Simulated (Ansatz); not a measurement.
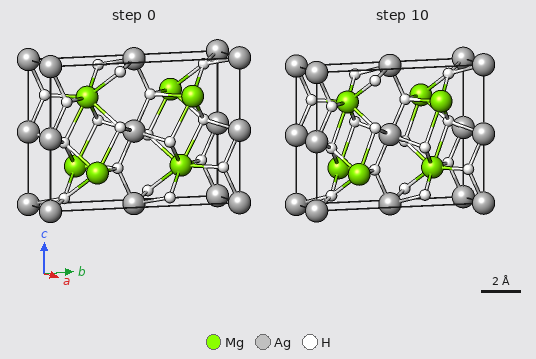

The structure of crystalline MgAgH₃ (built on the NaFeF3-63 type type) before (left) and after (right) a relaxation, at one scale.

Style: ball-and-stick. Shown: the conventional cell (2 times the calculation's cell), slightly off an axis. Lengths and directions refer to the drawn axes.

These are results of Ansatz 0.2.0, DFT, PBEsol, plane waves, PAW, not measurements.

Input file:
```yaml
crystal:
  lattice:
    - [1.59209347, -5.19229973, 0.0]
    - [1.59209347, 5.19229973, 0.0]
    - [0.0, 0.0, 7.48944586]
  atoms:
    - { symbol: Mg, position: [0.24833173, 0.75166827, 0.75] }
    - { symbol: Mg, position: [0.75166827, 0.24833173, 0.25] }
    - { symbol: Ag, position: [0.0, 0.0, 0.0] }
    - { symbol: Ag, position: [0.0, 0.0, 0.5] }
    - { symbol: H, position: [0.91420705, 0.08579295, 0.75] }
    - { symbol: H, position: [0.08579295, 0.91420705, 0.25] }
    - { symbol: H, position: [0.36843838, 0.63156162, 0.05809459] }
    - { symbol: H, position: [0.63156162, 0.36843838, 0.94190541] }
    - { symbol: H, position: [0.36843838, 0.63156162, 0.44190541] }
    - { symbol: H, position: [0.63156162, 0.36843838, 0.55809459] }
kpoints:
  mp_grid: { grid: [8, 8, 4] }
hamiltonian:
  xc: pbesol
scf:
  occupations: { method: fermi_dirac, width: 0.03 }
relax:
  f_tol: 0.01
  cell: {}
  max_steps: 120
output:
  write_density: true
  write_potential: true
  elf: true
  volumetric_format: npy
```

Launched with:
```bash
ansatz run input.yaml --threads 4 --pin off --max-ram 4608MiB --backend cpu --events-out ev --progress --plain --runs-dir out
```

> What changed between the two?

Over 8 accepted moves (10 points after the start) the energy falls by 153 meV per atom. The largest force component goes from 0.29 to 0.00022 eV/Å. Pressure: −11.40 GPa at the start and 0.00 GPa at the end. At 2 points the geometry stayed and the basis and grid were re-selected for the new cell (energy shift of 1.1 meV per atom at most each time). The largest moves relative to the cell, 0.22 Å, are those of H7, H8, H9 and H10. H8 goes along [0 −1 −1]. Largest moves by element: H 0.22 Å, Mg 0.06 Å. Ag stays in place. The volume changes by −22.9 %, with a 3.184 → 2.913 Å (−8.5 %), b 10.385 → 9.167 Å (−11.7 %), c 7.489 → 7.154 Å (−4.5 %). Some distances before and after: Mg1–H10 2.464 → 2.136 Å, Mg1–H5 2.346 → 2.032 Å, Mg1–H7 2.623 → 2.510 Å, Ag3–H5 2.074 → 1.973 Å. Among the angles between lasting bonds that change: Ag3–H8–Ag3 96.0° → 89.1°, H7–Ag3–H8 84.0° → 90.9°, H7–Ag3–H7 96.0° → 89.1°. The space group stays Cmcm (No. 63).
